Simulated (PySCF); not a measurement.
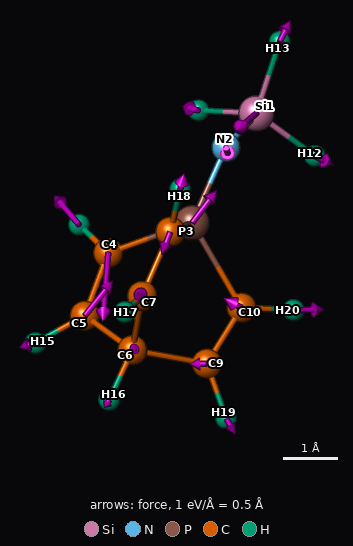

Starting geometry of C7H10NPSi with the computed forces as purple arrows. A ball-and-stick model, seen from a free direction.

The start comes from GFN2-xTB. Its atoms were then displaced at random by about 0.01 Å.

These are results of PBE0-D3(BJ)/def2-SVP geometry optimisation, gas phase (PySCF 2.14.0, density-fitted response routines), not measurements. 

### Is this structure relaxed? If not, where do the atoms go?

It isn't relaxed: the largest force vector, on a C atom, is 3.11 eV/Å. The final displacements follow the starting forces only in part (cosine between the two patterns 0.33). An H atom moves most after the best rigid fit: 0.18 Å. By element the largest moves are H 0.18 Å, N 0.13 Å, Si 0.07 Å, C 0.06 Å, P 0.04 Å. Near-neighbour distances that change, for instance: N–Si 1.756 → 1.698 Å, H–Si 1.451 → 1.506 Å, C–H 1.043 → 1.092 Å, C–P 1.800 → 1.836 Å. Bond angles that change, for instance: N–Si–H 100.6° → 110.3°, Si–N–P 129.7° → 139.3°, H–Si–H 111.8° → 106.9°. After 5 geometry steps the energy has fallen by 7.96 kcal/mol.
